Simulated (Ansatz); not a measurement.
**OH (SMILES [OH]): UHF/3-21G**

What is the vertical electron affinity of OH at UHF/3-21G? 

The calculation is run with Ansatz 0.2.0.

28 further runs of the same task are left out: 28 set aside as unsound or not needed.

## 1. The system as given

OH has 2 atoms, charge 0, and is taken as a doublet. As SMILES, `[OH]`. The shape is that of a PBE0-D4/def2-TZVP optimisation.

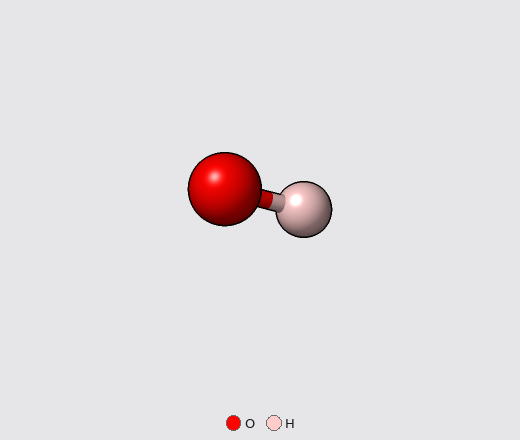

Viewed from a chosen angle; oxygen red, hydrogen pink.

## 2. The energy at UHF/3-21G

molecule.yaml

```yaml
crystal:
  periodic: [false, false, false]
  atoms:
    - {symbol: O, position_ang: [0.415880, -0.133150, 0.214550]}
    - {symbol: H, position_ang: [-0.415880, 0.133150, -0.214550]}
basis:
  gaussian: {orbitals: 3-21G.json}
hamiltonian: {xc: hf}
accuracy: high
magnetization: {spin_polarized: true, initial_magnetization: 1}
output: {orbitals: {seedname: orbitals}}
```

The basis set 3-21G is read from a file made from the Basis Set Exchange's data (not shown).

Run with:

```
$ ansatz run molecule.yaml --threads 1 --pin off --max-ram 3480MiB --events-out events.jsonl --progress --plain --runs-dir runs
```

Log:

```text
Warning: RAYON_NUM_THREADS=1 ignored (pool sized by the plan → 1); use --threads N
Functional definition: HF
  name "HF"
  exchange = exact_x
  correlation = 0
150 factors; integrals over basis functions are off by at most 5.3e-9 eV
mean field evaluation 1: about -2039.6556 eV, gradient 9.0e0 eV
mean field evaluation 2: about -2039.6554 eV, gradient 9.0e0 eV
mean field evaluation 4: about -2040.0374 eV, gradient 6.5e-1 eV
mean field evaluation 8: about -2040.0401 eV, gradient 3.3e-4 eV
mean field -2040.04007304 eV, -74.9700898954 hartree, gradient 1.4e-8 eV, S^2 0.753150; 0 other end points of the search recorded, 0 dependent functions left out
reference -2040.04007304 eV, -74.9700898954 hartree; 5, 4 occupied and 6, 7 virtual orbitals, 150 factors
Total energy: -2040.04007304 eV, -74.9700898954 hartree
```

Wall time 0.04 s (1 thread of Arm Neoverse V2, shared host).

## 3. The singlet anion

run.yaml

```yaml
crystal:
  periodic: [false, false, false]
  atoms:
    - {symbol: O, position_ang: [0.415880, -0.133150, 0.214550]}
    - {symbol: H, position_ang: [-0.415880, 0.133150, -0.214550]}
basis:
  gaussian: {orbitals: 3-21G.json}
total_charge: -1
hamiltonian: {xc: hf}
accuracy: high
output: {orbitals: {seedname: orbitals}}
```

The basis set 3-21G is read from a file made from the Basis Set Exchange's data (not shown).

Run with:

```
$ ansatz run run.yaml --threads 1 --pin off --max-ram 3480MiB --events-out events.jsonl --progress --plain --runs-dir runs
```

Log:

```text
Warning: RAYON_NUM_THREADS=1 ignored (pool sized by the plan → 1); use --threads N
[... 4 set-up lines as earlier in the session ...]
150 factors; integrals over basis functions are off by at most 5.3e-9 eV
mean field evaluation 1: about -2036.7350 eV, gradient 1.2e1 eV
mean field evaluation 2: about -2036.7342 eV, gradient 1.2e1 eV
mean field evaluation 4: about -2037.2236 eV, gradient 9.6e-1 eV
mean field evaluation 8: about -2037.2259 eV, gradient 1.3e-3 eV
mean field -2037.22592534 eV, -74.8666718750 hartree, gradient 2.5e-8 eV, S^2 0.000000; 0 other end points of the search recorded, 0 dependent functions left out
reference -2037.22592534 eV, -74.8666718750 hartree; 5, 5 occupied and 6, 6 virtual orbitals, 150 factors
Total energy: -2037.22592534 eV, -74.8666718750 hartree
```

Run time: 0.04 s. Hardware: 1 thread of Arm Neoverse V2, shared host.

## 4. Results

At UHF/3-21G:

| quantity | value |
| --- | --- |
| doublet OH: total energy | -74.97009 Eh |
| doublet OH: HOMO energy (highest over α and β) | -13.11 eV |
| doublet OH: LUMO energy (lowest over α and β) | 4.80 eV |
| doublet OH: ⟨S²⟩ | 0.753 |
| singlet anion: total energy | -74.86667 Eh |
| singlet anion: HOMO energy | 0.54 eV |
| singlet anion: LUMO energy | 18.09 eV |
| singlet anion: HOMO–LUMO gap (to an unbound level, set by the basis) | 17.55 eV |
| vertical electron affinity (to the singlet anion) | -2.814 eV |

**Reading.** The anion lies 2.81 eV (65 kcal/mol) above the neutral: the electron isn't bound at this level, and such a value depends on the basis. Without diffuse functions anions come out too high. Hartree–Fock misses the correlation that binds many anions. The HOMO (singlet anion) lies at positive energy, 0.54 eV: the electron is unbound at this level or held by a compact basis; values depend on the basis.
